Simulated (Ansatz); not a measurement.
**AlClHNO: density, localisation and related maps**

Input file:

```
crystal:
  periodic: [false, false, false]
  atoms:
    - {symbol: Al, position_ang: [0.265647, -0.545339, 0.391854]}
    - {symbol: Cl, position_ang: [2.107976, -0.981992, 1.208599]}
    - {symbol: "N", position_ang: [-1.496415, -0.665658, 0.176394]}
    - {symbol: O, position_ang: [-0.660782, 0.401242, -0.668749]}
    - {symbol: H, position_ang: [-1.851746, -1.310082, -0.536118]}
basis:
  gaussian:
    orbitals: def2-TZVPD
hamiltonian:
  xc: {name: PBE0}
output: {forces: true, orbitals: {seedname: orbitals}}
```

Command:

```sh
ansatz run input.yaml --threads 1 --pin off --max-ram 2610MiB --events-out events.jsonl --progress --plain --runs-dir runs
```

Geometry: PBE0-D3(BJ)/def2-SVP.

Computed with isolated molecule in a Gaussian basis; Kohn-Sham density functional theory, functional PBE0 (Ansatz).

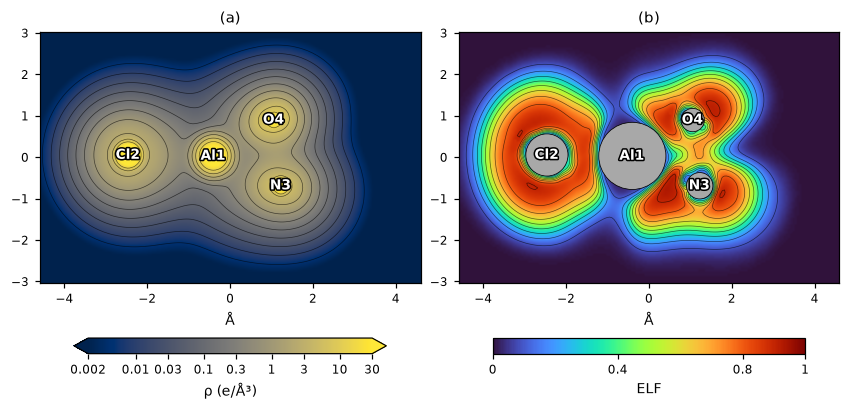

Figure 1. (a) total electron density; (b) electron localisation function on the plane of atoms Cl2, Al1 and N3. Grey discs cover the atomic cores in the ELF map.

> Read the bonding off the picture.

The section cuts through Al, Cl, N and O sites. Al–O (1.70 Å): the density is about 0.92 e/Å³ at the midpoint; the ELF peaks at about 0.85 in the valence shell of O, 0.6 Å from its nucleus, and is about 0.40 at the midpoint. Al–N (1.78 Å): ρ at the midpoint is about 0.8 e/Å³; the ELF peaks at about 0.90 in the valence shell of N, 0.6 Å from its nucleus, and is about 0.40 at the midpoint. Al–Cl (2.06 Å): the density is about 0.79 e/Å³ at the midpoint; the ELF peaks at about 0.85 in the valence shell of Cl, 0.9 Å from its nucleus, and is about 0.80 at the midpoint. The ELF also peaks beside Cl2 and O4, away from the bonds: lone-pair regions.

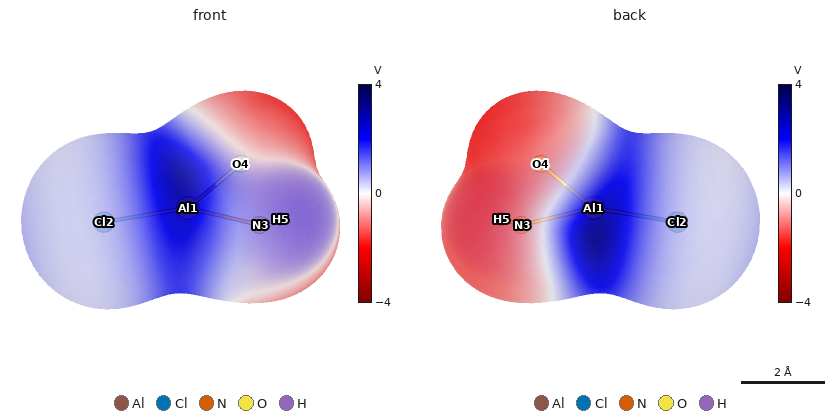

Figure 2. The electrostatic potential painted on the density surface at 0.001 e/bohr³, seen from the front and from behind; red is negative and blue positive.

> Which sites attract a positive test charge, and which a negative one?

A positive charge is drawn to the negative regions and a negative charge to the positive ones. The most negative region (about −1.7 V, or −39 kcal/mol for a unit charge) lies over O4, the most positive (about +3.1 V, or +71 kcal/mol for a unit charge) over Al1. O4 is the likeliest acceptor of a hydrogen bond.

> What dipole moment does the calculation give?

Its dipole moment is 3.07 D.

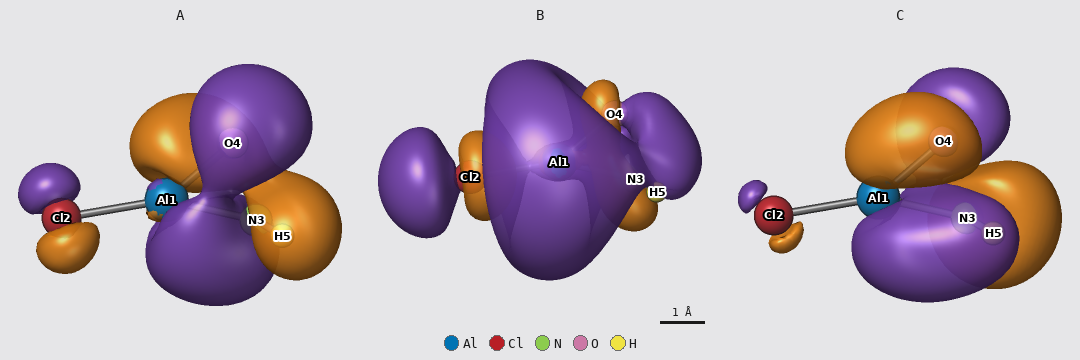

Figure 3. Three frontier orbitals at ±0.05 Å⁻³ᐟ² (orange and purple are the two phases), in no order.

> Order the three orbitals by energy and name them.

A is the HOMO−1 (−8.34 eV). Its weight (Hirshfeld) is mainly on O4 (about 55 %), N3 (about 25 %) and Al1 (about 15 %). C is the HOMO (−6.70 eV). Its weight (Hirshfeld) is mainly on N3 (about 50 %) and O4 (about 35 %); largely a combination of lone pairs on N3 and O4. B is the LUMO (−1.92 eV). Its weight (Hirshfeld) is mainly on Al1 (about 60 %), Cl2 (about 20 %) and N3 (about 10 %).

> What is the HOMO–LUMO gap?

4.78 eV between the orbital energies.
